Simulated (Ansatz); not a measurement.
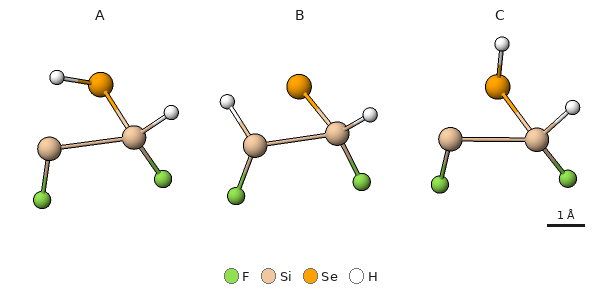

3 geometries from a converged minimum-energy path of Si2H2SeF2, shuffled. The picture is a ball-and-stick view, seen at a tilt.

These are results of Ansatz 0.2.0, RKS PBE0/def2-SVP, not measurements. Run with 5 movable images; climbing image; force threshold 0.05 eV/Å; iteration limit 60; starting path through a guess of the saddle point.

> Which frame is the transition state?

A. In order along the path, whose images run from 0 to 6: B (image 2, +1.12 eV), A (image 4, +1.71 eV), C (image 6, +1.48 eV). A hydrogen atom shifts from one atom to another. Breaking: H–Si (1.48 → 3.14 Å). Forming: H–Se (3.23 → 1.47 Å).
